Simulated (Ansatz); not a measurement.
# Calculations on SiHICl

Part 1: Relaxation

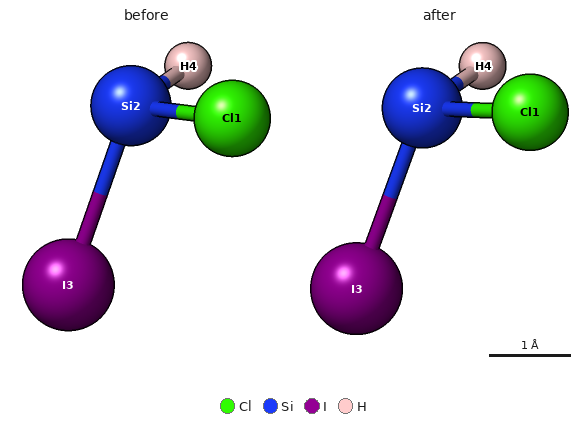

The structure of SiHICl (multiplicity 2) (coarse preliminary run) before (left) and after (right) a relaxation, at one scale.

A ball-and-stick model, seen from a free direction.

Method: UKS PBE-D4/def2-SVP in Ansatz 0.2.0.

The input:
```yaml
crystal:
  periodic: [false, false, false]
  atoms:
    - {symbol: Cl, position_ang: [-1.771600, -0.654700, -0.115200]}
    - {symbol: Si, position_ang: [0.058700, 0.075600, -0.558300]}
    - {symbol: I, position_ang: [1.630200, -1.025600, 0.919000]}
    - {symbol: H, position_ang: [0.138200, 1.544500, -0.265900]}
basis:
  gaussian: {orbitals: def2-SVP}
magnetization: {spin_polarized: true, initial_magnetization: 1}
hamiltonian: {xc: pbe, dispersion: d4}
relax: {f_tol: 0.03, max_steps: 250}
```

What changed between the two?

The largest move after the best rigid fit is that of Cl1, 0.10 Å. By element the largest moves are Cl 0.10 Å, I 0.10 Å, Si 0.04 Å, H 0.03 Å. Near-neighbour distances that change, for instance: Cl1–Si2 2.020 → 2.085 Å, Si2–I3 2.422 → 2.467 Å, Si2–H4 1.500 → 1.513 Å. Bond angles that change, for instance: Cl1–Si2–I3 106.8° → 111.6°, Cl1–Si2–H4 111.1° → 107.1°. The optimiser took 4 steps.

Part 2: Relaxation

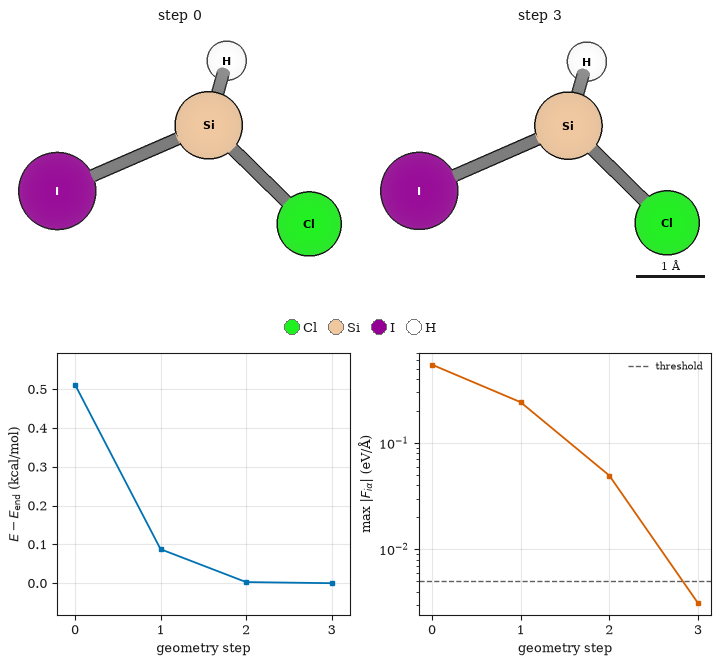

First and last geometry of a relaxation of SiHICl (multiplicity 2), with the history of the run. The picture is a ball-and-stick view, seen at a tilt.

Level of theory: UKS PBE0-D4/def2-TZVP (Ansatz 0.2.0).

The input:
```yaml
crystal:
  periodic: [false, false, false]
  atoms:
    - {symbol: Cl, position_ang: [-1.858707, -0.612119, -0.150182]}
    - {symbol: Si, position_ang: [0.078211, 0.047734, -0.548121]}
    - {symbol: I, position_ang: [1.726285, -1.028933, 0.939106]}
    - {symbol: H, position_ang: [0.109711, 1.533118, -0.261203]}
basis:
  gaussian: {orbitals: def2-TZVP}
magnetization: {spin_polarized: true, initial_magnetization: 1}
hamiltonian: {xc: pbe0, dispersion: d4}
relax: {f_tol: 0.005, max_steps: 200}
```

Q: Read the history and describe the run.

A: It converged. Cl1 moves most after the best rigid fit: 0.034 Å. Largest moves by element: Cl 0.034 Å, I 0.030 Å, H 0.019 Å, Si 0.015 Å. Near-neighbour distances that change, for instance: Si2–I3 2.467 → 2.432 Å, Cl1–Si2 2.085 → 2.051 Å, Si2–H4 1.513 → 1.490 Å. After 3 geometry steps the energy has fallen by 0.51 kcal/mol. Largest force component: 0.55 eV/Å at the start, 0.0031 eV/Å at the end. The run took of the order of 40 core-seconds on a shared host.

| step | E − E(0), kcal/mol | largest force component, eV/Å |
| --- | --- | --- |
| 0 | 0.00 | 0.5465 |
| 1 | -0.42 | 0.2424 |
| 2 | -0.51 | 0.0495 |
| 3 | -0.51 | 0.0031 |

Part 3: Scan

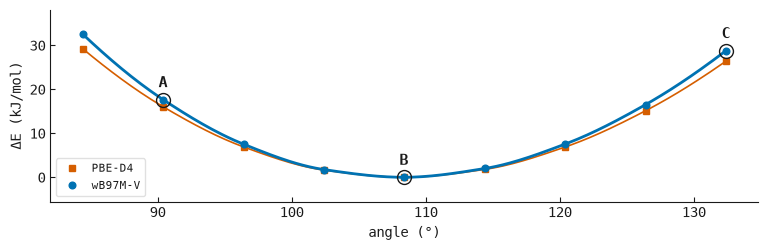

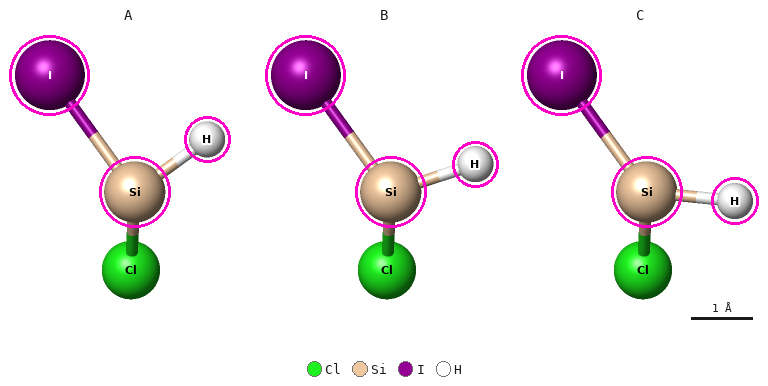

SiHICl (multiplicity 2): the H–Si–I angle is varied, with the rest of the molecule carried along rigidly. The lettered frames are marked on the plot, at the values of wB97M-V. Style: ball-and-stick. Shown onto the plane of the angle. The ringed atoms are those of the scanned coordinate.

Computed with Ansatz: wB97M-V, PBE-D4, basis def2-TZVPP, on geometries moved rigidly from the minimum at PBE0-D4/def2-TZVP. Elements past krypton carry the basis set's effective core potentials. Energies are counted from the PBE0-D4/def2-TZVP minimum geometry at the same level.

Q: What does the scan show?

A: With wB97M-V: of the computed points the lowest is at the angle 108.4°, 0.0 kJ/mol. The end points stand at 32.6 kJ/mol (84.4°) and 28.8 kJ/mol (132.4°). The curvature at the lowest point is about 3.6 eV/rad². At 84.4° the levels give PBE-D4 29.2 kJ/mol, wB97M-V 32.6 kJ/mol.
